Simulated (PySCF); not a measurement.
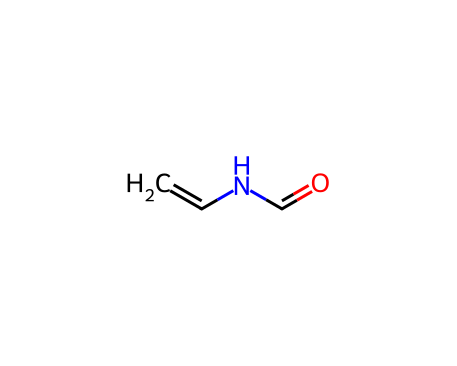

Write the SMILES.

C=CNC=O

What is the molecular formula?

C3H5NO.

An optimisation with GFN2-xTB gave a structure of which point group?

Cs. Other conformers may differ.

More results for the same structure follow; atom numbers are the same in all pictures, views and colours differ. Computed geometry: GFN2-xTB optimisation. No frequency run is at hand to confirm it as a minimum.

### Geometry

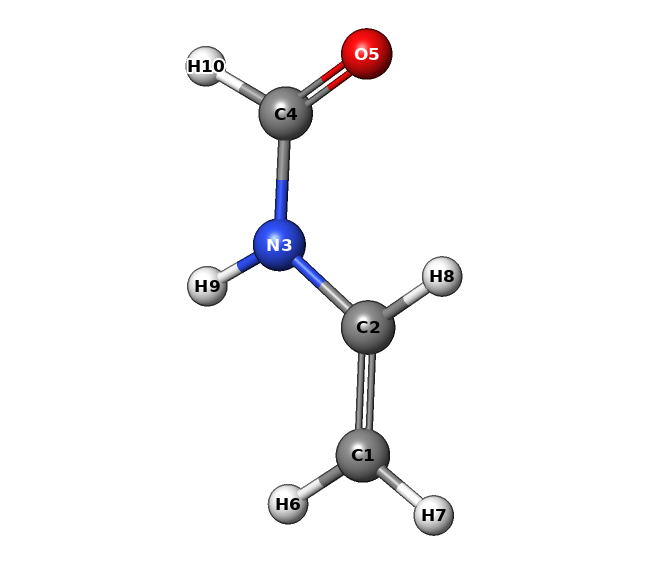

Numbered structure. No frequency run is at hand to confirm it as a minimum.

Estimate the angles C2–C1–H6, C2–C1–H7, C1–C2–N3, C1–C2–H8, N3–C2–H8, C2–N3–C4, C2–N3–H9, C4–N3–H9, N3–C4–O5, N3–C4–H10, O5–C4–H10.

| angle | degrees |
| --- | --- |
| C2–C1–H6 | 122.0 |
| C2–C1–H7 | 121.1 |
| C1–C2–N3 | 123.7 |
| C1–C2–H8 | 123.3 |
| N3–C2–H8 | 112.9 |
| C2–N3–C4 | 123.3 |
| C2–N3–H9 | 117.0 |
| C4–N3–H9 | 119.7 |
| N3–C4–O5 | 125.5 |
| N3–C4–H10 | 111.6 |
| O5–C4–H10 | 122.9 |

### Quadrupole coupling

No frequency run is at hand to confirm it as a minimum. Electric field gradients from the ground-state density, PBE0/pcSseg-1 (PySCF 2.14.0), non-relativistic apart from any core potentials.

Give the largest field-gradient component, the quadrupole coupling constant and the asymmetry for 14N at N3 (Q = 20.44 mb), 17O at O5 (Q = −25.6 mb), 2H at H6 (Q = 2.86 mb), 2H at H7 (Q = 2.86 mb), 2H at H8 (Q = 2.86 mb), 2H at H9 (Q = 2.86 mb).

| atom | V_zz (a.u.) | e²qQ/h (MHz) | η |
| --- | --- | --- | --- |
| N3 | −0.826 | −3.97 | 0.09 |
| O5 | −1.635 | 9.84 | 0.13 |
| H6 | 0.339 | 0.228 | 0.09 |
| H7 | 0.346 | 0.233 | 0.08 |
| H8 | 0.317 | 0.213 | 0.07 |
| H9 | 0.398 | 0.267 | 0.19 |

### NMR shielding

The questions are on isotropic NMR shieldings of the H atoms. No frequency run is at hand to confirm it as a minimum. Method: GIAO PBE0/pcSseg-1 NMR shielding, non-relativistic, gas phase (PySCF 2.14.0).

Give the isotropic NMR shieldings of the H atoms atom by atom.

```tsv
atom	σ (ppm)
H6	27.11
H7	27.08
H8	24.27
H9	25.58
H10	23.63
```

### Dipole moment

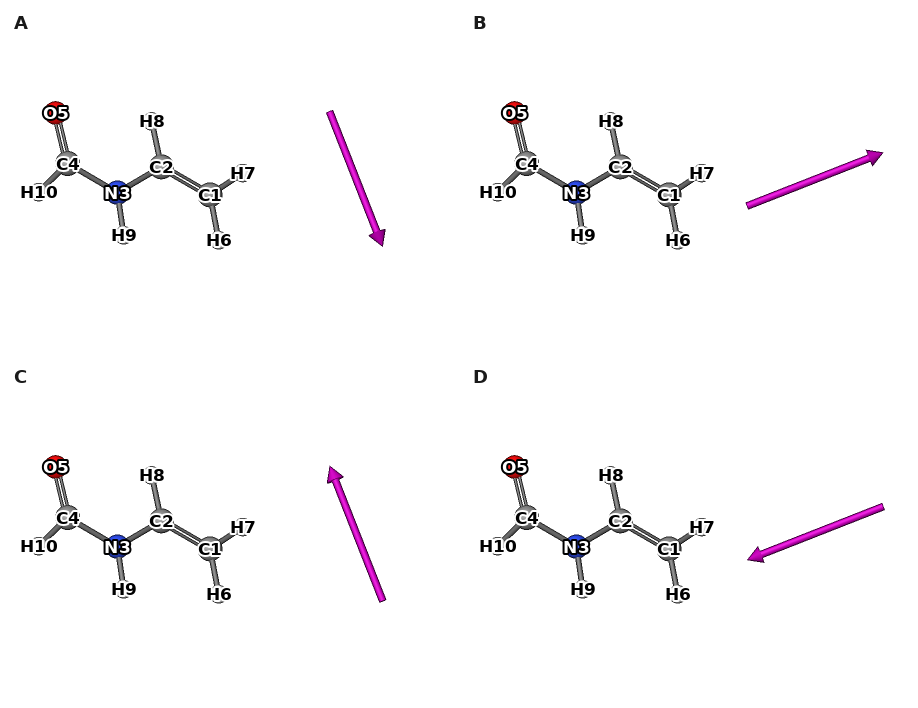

The same molecule four times, each with an arrow. No frequency run is at hand to confirm it as a minimum. Method: PBE0/pcSseg-1, gas phase (PySCF 2.14.0).

Which arrow points along the dipole moment, from the negative to the positive end?

A. The dipole moment is 3.49 D; it points from the side of O5 to the side of H6 (the outermost atoms at the two ends).
